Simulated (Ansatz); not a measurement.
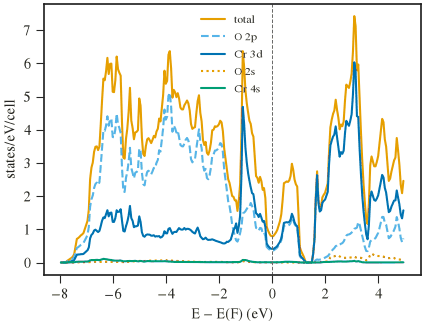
Fig. 1. Total and projected density of states of CrO₂ (rutile, P4_2/mnm), DFT-r²SCAN in the program Ansatz with PAW potentials

Task: Which orbitals carry the states next to the Fermi level?

Result: Within 0.5 eV of the Fermi level: Cr 3d 53 %, O 2p 44 %. Projections are on Löwdin-orthogonalised atomic valence shells; empty p or d shells of many metals are not among them.

Task: Where is the tallest occupied peak in this window, and what makes it?

Result: Near -3.8 eV, about 6.4 states/eV per cell; the largest projected share is O 2p.

The cell was relaxed with r²SCAN under the symmetry of its start. Magnetic state: ferromagnetic, chosen from 5 collinear starts compared on coarse meshes (ties went to the first, and starts can fall back to one state), not a proven ground state. Textbook magnetic order: ferromagnetic. Other orbital occupations within this spin state were not tried. No Hubbard U is applied. The compound may be a true metal, but semilocal functionals without U, or a wrong spin order, can also close a gap.

Potentials: the later of the program's two PAW sets.
